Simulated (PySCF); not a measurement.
p-cresol, C7H8O, SMILES Cc1ccc(O)cc1, GFN2-xTB optimised geometry. Atoms within 1.6 Å of the plane z = 0.6 Å (x, y, z in Å): C1 (1.47, -2.06, -0.02), C2 (0.71, -0.76, 0.00), C3 (-0.68, -0.75, 0.00), C4 (-1.38, 0.44, 0.00), C5 (-0.70, 1.65, 0.00), O6 (-1.35, 2.85, 0.00), C7 (0.69, 1.65, 0.00), C8 (1.38, 0.45, 0.00), H9 (2.43, -1.95, 0.48), H10 (0.90, -2.85, 0.47), H12 (-1.22, -1.69, 0.01), H13 (-2.46, 0.43, 0.00), H14 (-2.30, 2.70, 0.00), H15 (1.21, 2.59, 0.00), H16 (2.46, 0.47, 0.00).

Level of theory: B3LYP/def2-TZVP run with PySCF.

Map of the Laplacian of the electron density (e/bohr⁵), clipped to [-1.50, 1.50] on the plane z = 0.6 Å:

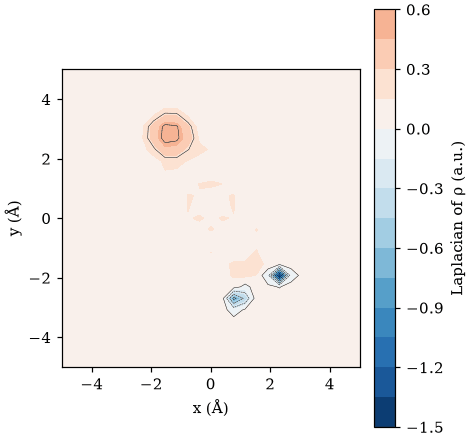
Fig. 1. Laplacian of the electron density (e/bohr⁵), clipped to [-1.50, 1.50] on the plane z = 0.6 Å.
